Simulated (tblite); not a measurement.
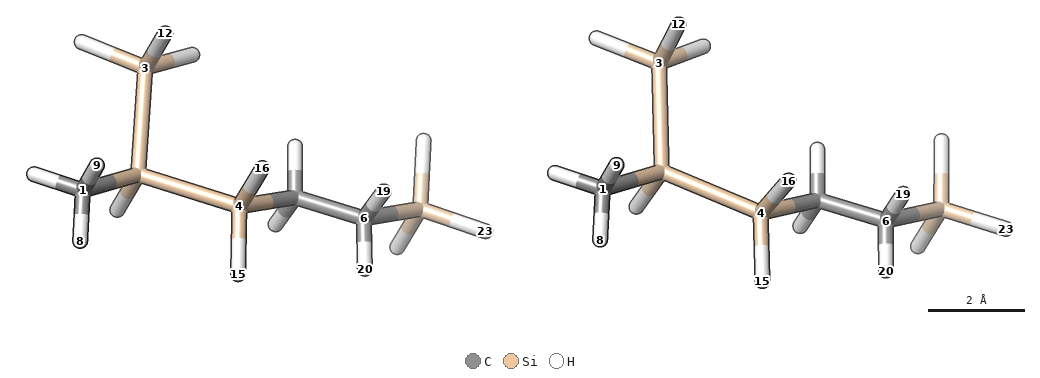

Two geometries of C3H16Si4, drawn at one scale. One is the start of a relaxation, the other its converged end. The picture is a stick view, seen at a tilt.

Method: GFN2-xTB geometry optimisation, gas phase in tblite. 

**Which geometry has the lower energy?**

The right one is the relaxed one. The atom that moves furthest after the best rigid fit is an H atom (0.29 Å). Largest moves by element: H 0.29 Å, Si 0.17 Å, C 0.08 Å. Near-neighbour distances that change, for instance: C–Si 1.843 → 1.908 Å, Si–Si 2.282 → 2.325 Å, C–Si 1.862 → 1.905 Å, H–Si 1.498 → 1.464 Å. Bond angles that change, for instance: Si–Si–Si 105.6° → 116.0°, Si–Si–H 109.5° → 116.5°, C–Si–H 109.9° → 104.4°. After 82 geometry steps the energy has fallen by 0.245 eV.
